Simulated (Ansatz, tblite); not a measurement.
# (Cl2B-mu-SMe)2 (C2H6B2Cl4S2): a ladder of methods and basis sets, part 2 of 2

How do method and basis change the picture of (Cl2B-mu-SMe)2 (C2H6B2Cl4S2) (singlet)?

Ansatz 0.2.0, Gaussian basis; as each input shows. The steps go on from the part before.

### Step 14. PBE-D4/def2-SVP

Contents of in.yaml:

```yaml
crystal:
  periodic: [false, false, false]
  atoms:
    - {symbol: B, position_ang: [0.581193, -0.048382, -1.603526]}
    - {symbol: Cl, position_ang: [2.328969, -0.170426, -1.134962]}
    - {symbol: Cl, position_ang: [0.215598, -0.035686, -3.370721]}
    - {symbol: S, position_ang: [-0.352435, 1.524628, -0.777815]}
    - {symbol: C, position_ang: [0.577916, 1.888911, 0.749887]}
    - {symbol: B, position_ang: [-1.683071, 0.116519, -0.257277]}
    - {symbol: Cl, position_ang: [-2.110173, 0.164680, 1.504718]}
    - {symbol: Cl, position_ang: [-3.056112, 0.198874, -1.425538]}
    - {symbol: S, position_ang: [-0.556341, -1.468918, -0.756894]}
    - {symbol: C, position_ang: [0.322712, -1.943882, 0.771134]}
    - {symbol: H, position_ang: [-0.159642, 2.052670, 1.557558]}
    - {symbol: H, position_ang: [1.263199, 1.058912, 1.000755]}
    - {symbol: H, position_ang: [1.160811, 2.808812, 0.561868]}
    - {symbol: H, position_ang: [-0.105653, -2.906610, 1.104634]}
    - {symbol: H, position_ang: [0.179495, -1.179983, 1.557492]}
    - {symbol: H, position_ang: [1.393545, -2.060120, 0.518697]}
basis:
  gaussian: {orbitals: def2-SVP, initial_orbitals: start.molden}
hamiltonian: {xc: pbe, dispersion: d4}
scf: {omitted_lower_state_checks: [starts]}
output: {orbitals: {seedname: orbitals}}
```

On the command line:

```bash
$ ansatz run in.yaml --threads 2 --pin off --events-out ev --progress --plain --max-ram 22528MiB --backend cpu
```

What it wrote:

```text
Functional definition: PBE
  name "PBE"
  cite "Perdew, Burke & Ernzerhof, Phys. Rev. Lett. 77, 3865 (1996) doi:10.1103/PhysRevLett.77.3865"
  parent pbe
  parameter kappa = 0.804
  parameter beta = 0.06672455060314922
  exchange = pbe_x(kappa = kappa, mu = beta*pi^2/3)
  correlation = pbe_c(beta = beta)
these checks for a lower state are left out or cut short: starts
2162 factors; their error is unknown
mean field evaluation 1: about -75232.2148 eV, gradient 1.3e1 eV
mean field evaluation 2: about -75232.5241 eV, gradient 2.9e-1 eV
mean field evaluation 4: about -75232.4073 eV, gradient 5.6e-4 eV
mean field -75232.40731521 eV, -2764.7399744769 hartree, gradient 2.4e-5 eV, S^2 0.000000; 0 other end points of the search recorded, 0 dependent functions left out
reference -75232.40735548 eV, -2764.7399759565 hartree; 64, 64 occupied and 130, 130 virtual orbitals, 2162 factors
Total energy: -75233.27807965 eV, -2764.7719744797 hartree
Checks for a lower state left out: starts
```

Run time: 5.5 s. Hardware: 2 threads of AMD EPYC 7R13, shared host.

HOMO -6.81 eV, LUMO -1.25 eV.

### Step 15. PBE0-D4/def2-SVP

Edit in.yaml of step 14 so:

```diff
@@ -21,3 +21,3 @@
   gaussian: {orbitals: def2-SVP, initial_orbitals: start.molden}
-hamiltonian: {xc: pbe, dispersion: d4}
+hamiltonian: {xc: pbe0, dispersion: d4}
 scf: {omitted_lower_state_checks: [starts]}
```

The command is unchanged.

What it wrote:

```text
Functional definition: PBE0
  name "PBE0"
  cite "Adamo & Barone, J. Chem. Phys. 110, 6158 (1999) doi:10.1063/1.478522"
  cite "Perdew, Burke & Ernzerhof, Phys. Rev. Lett. 77, 3865 (1996) doi:10.1103/PhysRevLett.77.3865"
  parent pbe
  parameter a = 0.25
  parameter kappa = 0.804
  parameter beta = 0.06672455060314922
  exchange = (1 - a)*pbe_x(kappa = kappa, mu = beta*pi^2/3) + a*exact_x
  correlation = pbe_c(beta = beta)
these checks for a lower state are left out or cut short: starts
1851 factors; integrals over basis functions are off by at most 1.4e-3 eV
mean field evaluation 1: about -75238.5933 eV, gradient 8.4e0 eV
mean field evaluation 2: about -75238.8123 eV, gradient 1.5e-1 eV
mean field evaluation 4: about -75239.1643 eV, gradient 2.1e-3 eV
mean field -75239.16430048 eV, -2764.9882891052 hartree, gradient 4.8e-5 eV, S^2 0.000000; 0 other end points of the search recorded, 0 dependent functions left out
reference -75239.16433054 eV, -2764.9882902101 hartree; 64, 64 occupied and 130, 130 virtual orbitals, 1851 factors
Total energy: -75239.92188978 eV, -2765.0161299986 hartree
Checks for a lower state left out: starts
```

Wall time 9.5 s (2 threads of AMD EPYC 7R13, shared host).

From the report: HOMO -8.12 eV, LUMO -0.37 eV.

### Step 16. HF/STO-3G

Edit in.yaml of step 15 so:

```diff
@@ -20,4 +20,4 @@
 basis:
-  gaussian: {orbitals: def2-SVP, initial_orbitals: start.molden}
-hamiltonian: {xc: pbe0, dispersion: d4}
+  gaussian: {orbitals: STO-3G}
+hamiltonian: {xc: hf}
 scf: {omitted_lower_state_checks: [starts]}
```

Same command.

What it wrote:

```text
Functional definition: HF
  name "HF"
  cite "Fock, Z. Phys. 61, 126 (1930) doi:10.1007/BF01340294"
  parent pbe
  exchange = exact_x
  correlation = 0
these checks for a lower state are left out or cut short: starts
977 factors; integrals over basis functions are off by at most 3.5e-5 eV
mean field evaluation 1: about -74335.0870 eV, gradient 3.8e1 eV
mean field evaluation 2: about -74335.4178 eV, gradient 3.8e1 eV
mean field evaluation 4: about -74341.8848 eV, gradient 2.5e0 eV
mean field evaluation 8: about -74341.9160 eV, gradient 4.4e-2 eV
mean field -74341.91605427 eV, -2732.0150242337 hartree, gradient 5.6e-5 eV, S^2 0.000000; 0 other end points of the search recorded, 0 dependent functions left out
reference -74341.91605427 eV, -2732.0150242337 hartree; 64, 64 occupied and 16, 16 virtual orbitals, 977 factors
Total energy: -74341.91605427 eV, -2732.0150242337 hartree
Checks for a lower state left out: starts
```

Run time: 1.3 s. Hardware: 2 threads of AMD EPYC 7R13, shared host.

Report: HOMO -9.50 eV, LUMO 7.32 eV.

### Step 17. CCSD(T)/def2-TZVPP

Edit in.yaml of step 16 so:

```diff
@@ -20,4 +20,4 @@
 basis:
-  gaussian: {orbitals: STO-3G}
-hamiltonian: {xc: hf}
+  gaussian: {orbitals: def2-TZVPP, initial_orbitals: start.molden}
+correlation: {method: ccsd_t}
 scf: {omitted_lower_state_checks: [starts]}
```

On the command line:

```bash
$ ansatz run in.yaml --threads 2 --pin off --events-out ev --progress --plain --max-ram 22528MiB --backend cuda --devices 0, --max-vram 18GiB
```

What it wrote:

```text
Functional definition: HF
  name "HF"
  cite "Fock, Z. Phys. 61, 126 (1930) doi:10.1007/BF01340294"
  parent pbe
  exchange = exact_x
  correlation = 0
these checks for a lower state are left out or cut short: starts
2742 factors; integrals over basis functions are off by at most 1.1e-3 eV
mean field evaluation 1: about -75154.5870 eV, gradient 5.8e1 eV
mean field evaluation 2: about -75156.3055 eV, gradient 2.2e0 eV
mean field evaluation 4: about -75157.0394 eV, gradient 2.0e0 eV
mean field evaluation 8: about -75157.0506 eV, gradient 4.2e-4 eV
mean field -75157.05057601 eV, -2761.9706653898 hartree, gradient 7.2e-6 eV, S^2 0.000000; 0 other end points of the search recorded, 0 dependent functions left out
34 core orbitals not correlated: weight in the atoms' cores, before any rotation towards them, 1.000 or more for the frozen orbitals, at most 0.000 for the correlated occupied ones
reference -75157.05057601 eV, -2761.9706653898 hartree; 30, 30 occupied and 396, 396 virtual orbitals, 2742 factors
second order -46.38615061 eV of doubles, -0.00000000 eV of singles
cycle   1  -47.66176950 eV  change    -1.3e0 eV  update   1.5e-1
cycle   2  -48.78017904 eV  change    -1.1e0 eV  update   4.3e-2
cycle   3  -49.02415430 eV  change   -2.4e-1 eV  update   2.1e-2
cycle   4  -49.00857227 eV  change    1.6e-2 eV  update   4.6e-3
cycle   5  -49.00548787 eV  change    3.1e-3 eV  update   2.1e-3
cycle   6  -49.00562077 eV  change   -1.3e-4 eV  update   6.1e-4
cycle   7  -49.00531883 eV  change    3.0e-4 eV  update   2.6e-4
cycle   8  -49.00527897 eV  change    4.0e-5 eV  update   6.9e-5
perturbative correction -2.44435809 eV, -0.0898285029 hartree
Total energy: -75208.50021307 eV, -2763.8614046778 hartree
Checks for a lower state left out: starts
```

Wall time 59 s (1 × H100 (card shared with other runs) with 2 threads of AMD EPYC 7R13, shared host); peak host memory 2.2 GiB.

From the report: Hartree-Fock HOMO -10.92 eV, LUMO 2.78 eV; T1 0.011.

### Step 18. MP2/def2-TZVP

Edit in.yaml of step 17 so:

```diff
@@ -20,4 +20,4 @@
 basis:
-  gaussian: {orbitals: def2-TZVPP, initial_orbitals: start.molden}
-correlation: {method: ccsd_t}
+  gaussian: {orbitals: def2-TZVP, initial_orbitals: start.molden}
+correlation: {method: mp2}
 scf: {omitted_lower_state_checks: [starts]}
```

Launched as before.

What it wrote:

```text
Functional definition: HF
  name "HF"
  cite "Fock, Z. Phys. 61, 126 (1930) doi:10.1007/BF01340294"
  parent pbe
  exchange = exact_x
  correlation = 0
these checks for a lower state are left out or cut short: starts
2420 factors; integrals over basis functions are off by at most 1.3e-3 eV
mean field evaluation 1: about -75154.4994 eV, gradient 5.8e1 eV
mean field evaluation 2: about -75156.1767 eV, gradient 2.2e0 eV
mean field evaluation 4: about -75156.9754 eV, gradient 2.1e0 eV
mean field evaluation 8: about -75156.9890 eV, gradient 5.3e-4 eV
mean field -75156.98896625 eV, -2761.9684012727 hartree, gradient 9.5e-6 eV, S^2 0.000000; 0 other end points of the search recorded, 0 dependent functions left out
34 core orbitals not correlated: weight in the atoms' cores, before any rotation towards them, 1.000 or more for the frozen orbitals, at most 0.000 for the correlated occupied ones
reference -75156.98896625 eV, -2761.9684012727 hartree; 30, 30 occupied and 318, 318 virtual orbitals, 2420 factors
second order -45.41476306 eV of doubles, -0.00000000 eV of singles
Total energy: -75202.40372931 eV, -2763.6373630319 hartree
Checks for a lower state left out: starts
```

Wall time 2.8 s (1 × H100 (card shared with other runs) with 2 threads of AMD EPYC 7R13, shared host); peak host memory 0.89 GiB.

From the report: Hartree-Fock HOMO -10.92 eV, LUMO 2.77 eV.

### Step 19. RPA/def2-TZVP

Edit in.yaml of step 18 so:

```diff
@@ -21,4 +21,4 @@
   gaussian: {orbitals: def2-TZVP, initial_orbitals: start.molden}
-correlation: {method: mp2}
+hamiltonian: {xc: pbe}
+correlation: {method: rpa}
 scf: {omitted_lower_state_checks: [starts]}
-output: {orbitals: {seedname: orbitals}}
```

The command is unchanged.

What it wrote:

```text
Functional definition: PBE
  name "PBE"
  cite "Perdew, Burke & Ernzerhof, Phys. Rev. Lett. 77, 3865 (1996) doi:10.1103/PhysRevLett.77.3865"
  parent pbe
  parameter kappa = 0.804
  parameter beta = 0.06672455060314922
  exchange = pbe_x(kappa = kappa, mu = beta*pi^2/3)
  correlation = pbe_c(beta = beta)
these checks for a lower state are left out or cut short: starts
2420 factors; integrals over basis functions are off by at most 1.3e-3 eV
mean field evaluation 1: about -75260.5767 eV, gradient 2.0e1 eV
mean field evaluation 2: about -75260.8065 eV, gradient 3.3e-1 eV
mean field evaluation 4: about -75260.7953 eV, gradient 1.1e-3 eV
mean field evaluation 8: about -75260.7953 eV, gradient 2.0e-6 eV
mean field -75260.79525210 eV, -2765.7832119153 hartree, gradient 2.1e-6 eV, S^2 0.000000; 0 other end points of the search recorded, 0 dependent functions left out
34 core orbitals not correlated: weight in the atoms' cores, before any rotation towards them, 1.000 or more for the frozen orbitals, at most 0.000 for the correlated occupied ones
reference -75153.75768029 eV, -2761.8496537039 hartree; 30, 30 occupied and 318, 318 virtual orbitals, 2420 factors
Total energy: -75228.02442898 eV, -2764.5789063786 hartree
Checks for a lower state left out: starts
```

It took 5 s on 1 × H100 (card shared with other runs) with 2 threads of AMD EPYC 7R13, shared host; peak host memory 1.9 GiB.

### Step 20. Levels side by side

```tsv
level	functions	HOMO (eV)	LUMO (eV)	gap (eV)	time
HF/STO-3G	80	-9.50	7.32	16.83	1.3 s
PBE-D4/def2-SVP	194	-6.81	-1.25	5.56	5.5 s
PBE-D4/def2-TZVP	382	-6.92	-1.69	5.23	3.5 s
r2SCAN-D4/def2-TZVP	382	-7.19	-1.56	5.63	4.5 s
PBE0-D4/def2-SVP	194	-8.12	-0.37	7.75	9.5 s
PBE0-D4/def2-TZVP	382	-8.13	-0.81	7.32	3 s
BHLYP-D4/def2-TZVP	382	-9.24	0.21	9.46	5 s
LC-ωPBE/def2-TZVP	382	-10.77	1.44	12.22	3.8 s
ωB97M-V/def2-TZVP	382	-10.24	1.21	11.44	4.8 s
PBE+5HF/def2-SVP	194	-7.07	-1.07	6.00	12 s
PBE+10HF/def2-SVP	194	-7.33	-0.90	6.43	13 s
PBE+15HF/def2-SVP	194	-7.59	-0.72	6.87	9.5 s
PBE+35HF/def2-SVP	194	-8.64	-0.02	8.62	10 s
PBE+50HF/def2-SVP	194	-9.43	0.51	9.95	11 s
```

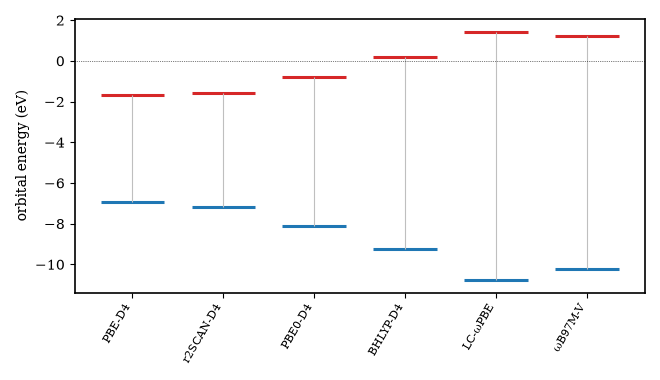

Highest filled (blue) and lowest empty (red) level in def2-TZVP.

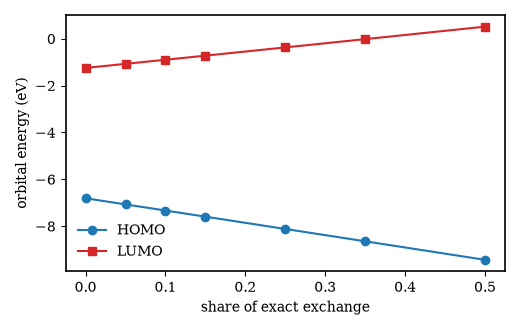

Frontier levels against the share of exact exchange, in def2-SVP.

Energy pieces by basis (eV):

```tsv
basis	HF	MP2 correlation	CCSD correlation	(T)	total
def2-TZVPP	-75157.0506	-46.3862	-49.0053	-2.4444	-75208.5002
def2-TZVP	-75156.9890	-45.4148			-75202.4037 (MP2)
```

### Step 21. Binding energy

Free atoms were run apart at each level; binding is atoms less cluster, divided by the number of atoms, without zero-point or spin-orbit terms.

```tsv
method	binding an atom (eV)	from CCSD(T)/def2-TZVPP (eV)	time
HF/STO-3G	3.557	-0.104	1.3 s
HF/def2-TZVP	2.736	-0.925	
HF/def2-TZVPP	2.739	-0.922	
PBE-D4/def2-SVP	3.955	+0.294	5.5 s
PBE-D4/def2-TZVP	3.903	+0.242	3.5 s
r2SCAN-D4/def2-TZVP	3.826	+0.165	4.5 s
PBE0-D4/def2-SVP	3.885	+0.224	9.5 s
PBE0-D4/def2-TZVP	3.838	+0.177	3 s
BHLYP-D4/def2-TZVP	3.646	-0.015	5 s
LC-ωPBE/def2-TZVP	3.742	+0.081	3.8 s
ωB97M-V/def2-TZVP	3.806	+0.145	4.8 s
MP2/def2-TZVP	3.757	+0.096	2.8 s
CCSD/def2-TZVPP	3.575	-0.086	
CCSD(T)/def2-TZVPP	3.661	0	59 s
```

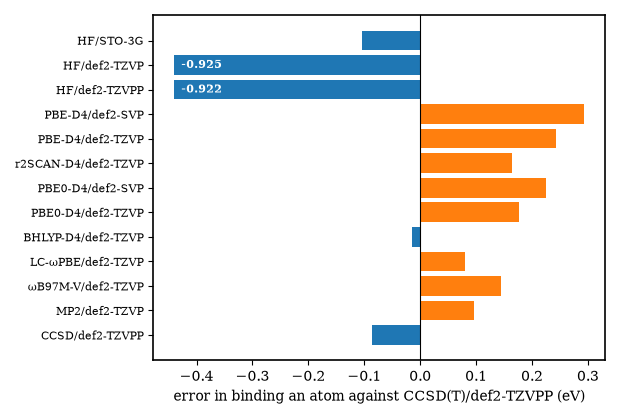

Deviations from CCSD(T)/def2-TZVPP, method by method. Bars with a number in them are cut short.

Some runs used a GPU and others CPU threads alone, so the times don't compare the methods' cost.

### Step 22. Results

This closing draws on all 2 parts.

```
                                                 quantity                                 value
gap in def2-TZVP, named functionals, smallest and largest  5.23 eV (PBE-D4), 12.22 eV (LC-ωPBE)
                     gap over the share of exact exchange          5.56 eV at 0, 9.95 eV at 0.5
                   correlation energy, CCSD(T)/def2-TZVPP                             -51.45 eV
                        correlation energy, MP2/def2-TZVP                             -45.41 eV
                      binding an atom, CCSD(T)/def2-TZVPP                              3.661 eV
          PBE0 total energy, smallest basis above largest        28.06 eV (def2-SVP, def2-TZVP)
```

**Reading.** Over the named functionals in def2-TZVP the gap runs from 5.23 eV (PBE-D4) to 12.22 eV (LC-ωPBE); exact exchange widens it. Raising the share of exact exchange from 0 to 0.5 moves the HOMO by -2.63 eV and the LUMO by +1.76 eV. A small miss in a minimal or small basis is a cancelling of errors, not accuracy. The functionals in def2-TZVP miss CCSD(T)/def2-TZVPP by -0.015 (BHLYP-D4) to +0.242 eV (PBE-D4) an atom. CCSD(T)/def2-TZVPP isn't at the basis-set limit; small misses against it rank nothing.

The slowest run with a step of its own, CCSD(T)/def2-TZVPP, took 59 s; the quickest functional in def2-TZVP took 3 s (shared host).
